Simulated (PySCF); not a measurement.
# HF/aug-cc-pVDZ (density fitting with cc-pvdz-jkfit, NVT Berendsen dynamics) run of [SiH5]− (SMILES [H][Si-]([H])([H])([H])[H])

We compute molecular dynamics of [SiH5]−. The job is set up through a Python script.

Program for the calculation: PySCF 2.14.0.

10 further runs of the same task are left out: 2 that didn't finish, 8 set aside as unsound or not needed.

## Step 1: The structure to begin with

The species is [SiH5]− (6 atoms), meant as a singlet with charge -1. SMILES: `[H][Si-]([H])([H])([H])[H]`. Geometry: relaxed at GFN2-xTB. The run starts from this shape.

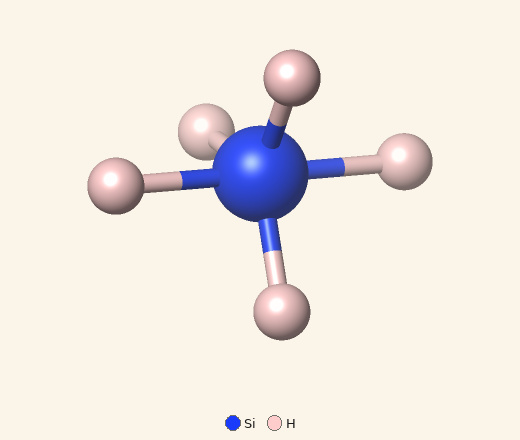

The structure, seen from a chosen angle (silicon blue, hydrogen pink).

## Step 2: A short trajectory at HF/aug-cc-pVDZ (density fitting with cc-pvdz-jkfit, NVT Berendsen dynamics)

File input.py:

```python
import numpy
from pyscf import gto, scf
from pyscf import md

system = gto.M(
    atom=[
    ('Si', (-0.000240, 0.000230, 0.001470)),
    ('H', (-0.019890, -0.007790, 1.639910)),
    ('H', (0.021790, 0.007860, -1.642440)),
    ('H', (1.490630, 0.011850, 0.019200)),
    ('H', (-0.757550, 1.285100, -0.002620)),
    ('H', (-0.734730, -1.297250, -0.015520)),
],
    basis='aug-cc-pvdz',
    max_memory=1860,
    spin=0,
    charge=-1,
    verbose=3,
)

calc0 = scf.RHF(system)
calc0 = calc0.density_fit(auxbasis='cc-pvdz-jkfit')
veloc = md.distributions.MaxwellBoltzmannVelocity(system, T=500, rng=numpy.random.default_rng(779))
frames = []
dyn = md.integrators.NVTBerendson(calc0.nuc_grad_method().as_scanner(), dt=20.7, steps=40, veloc=veloc, T=500, taut=500, incore_anyway=True, frames=frames)
dyn.run()
print('time (au)  E_pot  E_kin  E_tot')
for f in frames:
    print('%8.1f %15.8f %12.8f %15.8f' % (f.time, f.epot, f.ekin, f.etot))
```

Command:

```
$ OMP_NUM_THREADS=1 python input.py
```

The program printed:

```text
BOMD Time 0.00
converged SCF energy = -291.749652895878
--------------- DFRHF_Scanner gradients ---------------
         x                y                z
0 Si    -0.0000489417    -0.0000140921     0.0006323427
1 H     0.0001197213     0.0000117576    -0.0041291680
2 H     0.0000382919    -0.0000738256     0.0034424512
3 H    -0.0116652794    -0.0001286349    -0.0001394063
4 H     0.0058132594    -0.0098930011     0.0000778015
5 H     0.0057429486     0.0100977962     0.0001159788
----------------------------------------------
----------- NVTBerendson final geometry -----------
         x                y                z
0 Si    -0.0004535343     0.0004346370     0.0027778974
1 H    -0.0375866526    -0.0147209665     3.0989807689
2 H     0.0411771323     0.0148532473    -3.1037617760
3 H     2.8168824531     0.0223932546     0.0362827416
4 H    -1.4315620257     2.4284870427    -0.0049510824
5 H    -1.3884384755    -2.4514472151    -0.0293285495
----------------------------------------------
------------ NVTBerendson final velocity -----------
         x                y                z
0 Si     0.0000406446    -0.0000014767    -0.0000953311
1 H     0.0001486565     0.0002956471     0.0009164078
2 H     0.0012547031    -0.0012654078     0.0001616141
3 H     0.0002226491     0.0002753334    -0.0000993202
4 H     0.0004499285    -0.0005509619    -0.0001475739
5 H    -0.0008385924    -0.0005090471     0.0001832142
----------------------------------------------
Ekin =   0.0056107712468
Epot = -291.7496528958778
Etot = -291.7440421246310

BOMD Time 20.70

WARN: Mole.unit (angstrom) is changed to B

converged SCF energy = -291.749778845357
--------------- DFRHF_Scanner gradients ---------------
         x                y                z
0 Si    -0.0011880766     0.0050202413    -0.0007527994
1 H     0.0002495979     0.0001515622    -0.0022306507
2 H     0.0008088835    -0.0004442920     0.0035125040
3 H    -0.0106815078    -0.0001123450    -0.0007811104
4 H     0.0068157662    -0.0115058554     0.0004989139
5 H     0.0039953368     0.0068906888    -0.0002468574
----------------------------------------------
----------- NVTBerendson final geometry -----------
         x                y                z
0 Si     0.0004144181     0.0004031695     0.0007399577
1 H    -0.0344268544    -0.0084103834     3.1190272691
2 H     0.0679601100    -0.0121541272    -3.1007128280
3 H     2.8229963087     0.0282865202     0.0341785497
4 H    -1.4226341510     2.4178779141    -0.0081108036
5 H    -1.4070118403    -2.4634927660    -0.0254305206
----------------------------------------------
------------ NVTBerendson final velocity -----------
         x                y                z
0 Si     0.0000421712    -0.0000025390    -0.0000982984
1 H     0.0001512411     0.0003040052     0.0009809968
2 H     0.0012893066    -0.0013022011     0.0001275037
3 H     0.0003555320     0.0002853317    -0.0000972512
4 H     0.0003929002    -0.0004476975    -0.0001554543
5 H    -0.0009197726    -0.0006207309     0.0001897013
----------------------------------------------
Ekin =   0.0060931382251
Epot = -291.7497788453571
Etot = -291.7436857071320

BOMD Time 41.40
converged SCF energy = -291.749813322738
--------------- DFRHF_Scanner gradients ---------------
         x                y                z
0 Si    -0.0024279817     0.0098652557    -0.0020648314
1 H     0.0003857796     0.0002851628    -0.0002330615
2 H     0.0016015680    -0.0008151833     0.0033831856
3 H    -0.0092329540    -0.0001002696    -0.0014236708
4 H     0.0075744330    -0.0127100418     0.0009203773
5 H     0.0020991552     0.0034750762    -0.0005819991
----------------------------------------------
----------- NVTBerendson final geometry -----------
         x                y                z
0 Si     0.0013162185     0.0003280853    -0.0013472869
1 H    -0.0312396799    -0.0019631051     3.1401492101
2 H     0.0952840809    -0.0397948281    -3.0984109643
3 H     2.8318026811     0.0343674658     0.0322015037
4 H    -1.4150736050     2.4096990001    -0.0114748652
5 H    -1.4270375857    -2.4774967617    -0.0213675585
----------------------------------------------
------------ NVTBerendson final velocity -----------
         x                y                z
0 Si     0.0000440580    -0.0000056294    -0.0001004140
1 H     0.0001517964     0.0003098562     0.0010216966
2 H     0.0013109758    -0.0013307070     0.0000921412
3 H     0.0004774445     0.0002943304    -0.0000874889
4 H     0.0003225715    -0.0003235118    -0.0001677002
5 H    -0.0009792534    -0.0006960991     0.0001995572
----------------------------------------------
Ekin =   0.0064648465702
Epot = -291.7498133227382
Etot = -291.7433484761681

BOMD Time 62.10
converged SCF energy = -291.749734242725
--------------- DFRHF_Scanner gradients ---------------
         x                y                z
0 Si    -0.0037141267     0.0142425484    -0.0032784087
1 H     0.0005272975     0.0004071391     0.0018033686
2 H     0.0024068866    -0.0011890612     0.0030653697
3 H    -0.0074016831    -0.0000906178    -0.0020500862
4 H     0.0080277783    -0.0134015087     0.0013373955
5 H     0.0001538475     0.0000315001    -0.0008776390
----------------------------------------------
----------- NVTBerendson final geometry -----------
         x                y                z
0 Si     0.0022608780     0.0001672439    -0.0034683704
1 H    -0.0280651024     0.0045756172     3.1618463356
2 H     0.1229027996    -0.0679237482    -3.0968512105
3 H     2.8430058951     0.0406218375     0.0305119101
4 H    -1.4091152530     2.4043196093    -0.0151390797
[... 2 lines left out ...]
------------ NVTBerendson final velocity -----------
[... 23 lines left out ...]
----------- NVTBerendson final geometry -----------
[... 22 lines left out ...]
converged SCF energy = -291.749212775352
[... 18 lines left out ...]
------------ NVTBerendson final velocity -----------
[... 23 lines left out ...]
----------- NVTBerendson final geometry -----------
[... 22 lines left out ...]
converged SCF energy = -291.748274407788
[... 18 lines left out ...]
------------ NVTBerendson final velocity -----------
[... 23 lines left out ...]
----------- NVTBerendson final geometry -----------
[... 22 lines left out ...]
converged SCF energy = -291.747094837303
[... 18 lines left out ...]
------------ NVTBerendson final velocity -----------
[... 23 lines left out ...]
----------- NVTBerendson final geometry -----------
[... 22 lines left out ...]
converged SCF energy = -291.745920053451
[... 18 lines left out ...]
------------ NVTBerendson final velocity -----------
[... 23 lines left out ...]
----------- NVTBerendson final geometry -----------
[... 22 lines left out ...]
converged SCF energy = -291.745037556917
[... 18 lines left out ...]
------------ NVTBerendson final velocity -----------
[... 23 lines left out ...]
----------- NVTBerendson final geometry -----------
[... 22 lines left out ...]
converged SCF energy = -291.744704421112
[... 18 lines left out ...]
------------ NVTBerendson final velocity -----------
[... 23 lines left out ...]
----------- NVTBerendson final geometry -----------
[... 22 lines left out ...]
converged SCF energy = -291.74501347947
[... 18 lines left out ...]
------------ NVTBerendson final velocity -----------
[... 23 lines left out ...]
----------- NVTBerendson final geometry -----------
[... 22 lines left out ...]
converged SCF energy = -291.745774149455
[... 18 lines left out ...]
------------ NVTBerendson final velocity -----------
[... 23 lines left out ...]
----------- NVTBerendson final geometry -----------
[... 22 lines left out ...]
converged SCF energy = -291.746545287999
[... 18 lines left out ...]
------------ NVTBerendson final velocity -----------
[... 23 lines left out ...]
----------- NVTBerendson final geometry -----------
[... 22 lines left out ...]
converged SCF energy = -291.746866323838
[... 18 lines left out ...]
------------ NVTBerendson final velocity -----------
[... 23 lines left out ...]
----------- NVTBerendson final geometry -----------
[... 22 lines left out ...]
converged SCF energy = -291.746558545786
[... 18 lines left out ...]
------------ NVTBerendson final velocity -----------
[... 23 lines left out ...]
----------- NVTBerendson final geometry -----------
[... 22 lines left out ...]
converged SCF energy = -291.745855498725
[... 18 lines left out ...]
------------ NVTBerendson final velocity -----------
[... 23 lines left out ...]
----------- NVTBerendson final geometry -----------
[... 22 lines left out ...]
converged SCF energy = -291.74521389975
[... 18 lines left out ...]
------------ NVTBerendson final velocity -----------
[... 23 lines left out ...]
----------- NVTBerendson final geometry -----------
[... 22 lines left out ...]
converged SCF energy = -291.744970357626
[... 18 lines left out ...]
------------ NVTBerendson final velocity -----------
[... 23 lines left out ...]
----------- NVTBerendson final geometry -----------
[... 22 lines left out ...]
converged SCF energy = -291.745166997775
[... 18 lines left out ...]
------------ NVTBerendson final velocity -----------
[... 23 lines left out ...]
----------- NVTBerendson final geometry -----------
[... 22 lines left out ...]
converged SCF energy = -291.745608782856
[... 8 lines left out ...]
----------------------------------------------
----------- NVTBerendson final geometry -----------
         x                y                z
0 Si     0.0898752271    -0.0679053562    -0.0572169715
1 H    -0.1666698561     0.3515067933     2.8758900933
2 H     0.4741052248    -0.8084107085    -3.0080791985
3 H     2.8944636416     0.2780252995     0.3789537371
4 H    -1.2449409226     2.2993966903    -0.7009241912
5 H    -1.8149031097    -2.2344164051     0.2892470488
----------------------------------------------
------------ NVTBerendson final velocity -----------
         x                y                z
0 Si     0.0002018068    -0.0000979958    -0.0000524543
1 H    -0.0008589306     0.0011832176    -0.0002497419
2 H    -0.0000638387    -0.0008035102    -0.0001330652
3 H     0.0006684040     0.0001623371     0.0003610699
4 H     0.0005380082    -0.0003944863    -0.0019891330
5 H    -0.0012886680    -0.0009162435     0.0002955127
----------------------------------------------
Ekin =   0.0109620652251
Epot = -291.7456087828558
Etot = -291.7346467176307

BOMD Time 745.20
converged SCF energy = -291.745824127223
--------------- DFRHF_Scanner gradients ---------------
         x                y                z
0 Si     0.0085909366     0.0090061150    -0.0007203437
1 H     0.0031630819    -0.0046962930    -0.0141237432
2 H    -0.0036379305     0.0022416406    -0.0002784656
3 H    -0.0092394902     0.0040932432     0.0070983655
4 H     0.0059916739    -0.0141323622     0.0029633877
5 H    -0.0048682717     0.0034876563     0.0050607993
----------------------------------------------
----------- NVTBerendson final geometry -----------
         x                y                z
0 Si     0.0940512203    -0.0699762524    -0.0583064846
1 H    -0.1849719319     0.3767430518     2.8725136108
2 H     0.4731347454    -0.8253586790    -3.0109665804
3 H     2.9097178814     0.2809781685     0.3856645181
4 H    -1.2344634612     2.2928594917    -0.7427697820
5 H    -1.8415380694    -2.2543027143     0.2948343659
----------------------------------------------
------------ NVTBerendson final velocity -----------
         x                y                z
0 Si     0.0001999953    -0.0001018710    -0.0000524873
1 H    -0.0009019782     0.0012456005    -0.0000835459
2 H    -0.0000263880    -0.0008313713    -0.0001379183
3 H     0.0007889725     0.0001195905     0.0002842021
4 H     0.0004724022    -0.0002361889    -0.0020382210
5 H    -0.0012592866    -0.0009803397     0.0002414076
----------------------------------------------
Ekin =   0.0113112067876
Epot = -291.7458241272232
Etot = -291.7345129204356

BOMD Time 765.90
converged SCF energy = -291.745977620987
--------------- DFRHF_Scanner gradients ---------------
         x                y                z
0 Si     0.0105541880     0.0099654633    -0.0007388570
1 H     0.0026935471    -0.0042050010    -0.0120927408
2 H    -0.0041308741     0.0025849154    -0.0015940790
3 H    -0.0067190892     0.0045136355     0.0071599853
4 H     0.0053608099    -0.0131661957     0.0021295475
5 H    -0.0077585816     0.0003071824     0.0051361440
----------------------------------------------
----------- NVTBerendson final geometry -----------
         x                y                z
0 Si     0.0981772430    -0.0721341307    -0.0593957744
1 H    -0.2041119201     0.4032129832     2.8724220147
2 H     0.4730098317    -0.8429218074    -3.0138043305
3 H     2.9272147207     0.2829896271     0.3907512668
4 H    -1.2253310114     2.2895922381    -0.7855328934
5 H    -1.8671774217    -2.2751113406     0.2992681320
----------------------------------------------
------------ NVTBerendson final velocity -----------
         x                y                z
0 Si     0.0001971828    -0.0001062678    -0.0000524727
1 H    -0.0009398118     0.0013024304     0.0000637022
2 H     0.0000172377    -0.0008630230    -0.0001281088
3 H     0.0008831114     0.0000717434     0.0002053993
4 H     0.0004109799    -0.0000836637    -0.0020778481
5 H    -0.0011949064    -0.0010069782     0.0001852560
----------------------------------------------
Ekin =   0.0115842555498
Epot = -291.7459776209872
Etot = -291.7343933654374

BOMD Time 786.60
converged SCF energy = -291.746029649681
--------------- DFRHF_Scanner gradients ---------------
         x                y                z
0 Si     0.0123778800     0.0100347840    -0.0007039595
1 H     0.0021313653    -0.0036194755    -0.0096763789
2 H    -0.0045576783     0.0028477186    -0.0029009140
3 H    -0.0039912312     0.0049175413     0.0071190183
4 H     0.0044072789    -0.0115893881     0.0010696809
5 H    -0.0103676147    -0.0025911802     0.0050925533
----------------------------------------------
----------- NVTBerendson final geometry -----------
         x                y                z
0 Si     0.1022339913    -0.0743861945    -0.0604840193
1 H    -0.2239726115     0.4307918223     2.8751571481
2 H     0.4738500824    -0.8611727467    -3.0162828891
3 H     2.9463655852     0.2839554028     0.3941882595
4 H    -1.2174084574     2.2893875826    -0.8289971380
5 H    -1.8911247648    -2.2960906928     0.3025221926
----------------------------------------------
------------ NVTBerendson final velocity -----------
         x                y                z
0 Si     0.0001934661    -0.0001108319    -0.0000524294
1 H    -0.0009714612     0.0013527022     0.0001866460
2 H     0.0000662685    -0.0008977311    -0.0001033942
3 H     0.0009476480     0.0000189518     0.0001259318
4 H     0.0003579027     0.0000554046    -0.0021057482
5 H    -0.0010984683    -0.0009988973     0.0001285110
----------------------------------------------
Ekin =   0.0117451358049
Epot = -291.7460296496812
Etot = -291.7342845138763

BOMD Time 807.30
converged SCF energy = -291.745951015145
--------------- DFRHF_Scanner gradients ---------------
         x                y                z
0 Si     0.0140587593     0.0093422308    -0.0005608844
1 H     0.0014882163    -0.0029606736    -0.0070059799
2 H    -0.0049185220     0.0030298564    -0.0041487747
3 H    -0.0011783006     0.0052892303     0.0069692942
4 H     0.0032078057    -0.0095293709    -0.0001883868
5 H    -0.0126579587    -0.0051712730     0.0049347316
----------------------------------------------
----------- NVTBerendson final geometry -----------
         x                y                z
0 Si     0.1062043864    -0.0767326787    -0.0615711314
1 H    -0.2444190169     0.4593382277     2.8801661841
2 H     0.4757593915    -0.8801697548    -3.0180942805
3 H     2.9665337794     0.2837759597     0.3959763272
4 H    -1.2104811964     2.2918910420    -0.8729029276
5 H    -1.9127541944    -2.3165567941     0.3046002078
----------------------------------------------
------------ NVTBerendson final velocity -----------
         x                y                z
0 Si     0.0001889534    -0.0001152527    -0.0000524037
1 H    -0.0009961332     0.0013957330     0.0002814521
2 H     0.0001199467    -0.0009347992    -0.0000641338
3 H     0.0009809471    -0.0000384668     0.0000471170
4 H     0.0003165784     0.0001746259    -0.0021199913
5 H    -0.0009735886    -0.0009595671     0.0000725863
----------------------------------------------
Ekin =   0.0117696726628
Epot = -291.7459510151451
Etot = -291.7341813424823
time (au)  E_pot  E_kin  E_tot
     0.0   -291.74965290   0.00561077   -291.74404212
    20.7   -291.74977885   0.00609314   -291.74368571
    41.4   -291.74981332   0.00646485   -291.74334848
[... 36 lines of this table left out ...]
   807.3   -291.74595102   0.01176967   -291.73418134
```

Run time: 12 s. Hardware: 1 thread of Intel Xeon Platinum 8488C (Sapphire Rapids), shared host; peak memory 0.17 GiB.

Step by step:

```csv
step,potential energy change (eV)
0,0.0000
2,-0.0044
4,0.0033
6,0.0236
8,0.0531
10,0.0861
12,0.1151
14,0.1323
16,0.1325
18,0.1168
20,0.0942
22,0.0781
24,0.0780
26,0.0932
28,0.1130
30,0.1257
32,0.1260
34,0.1164
36,0.1042
38,0.0986
39,0.1007
```

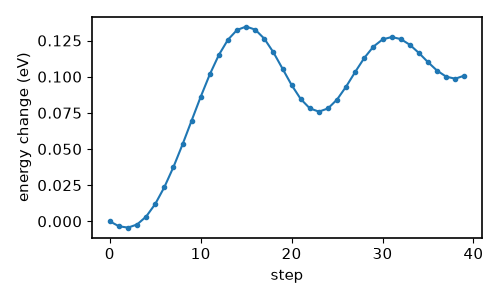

Energy along the run.
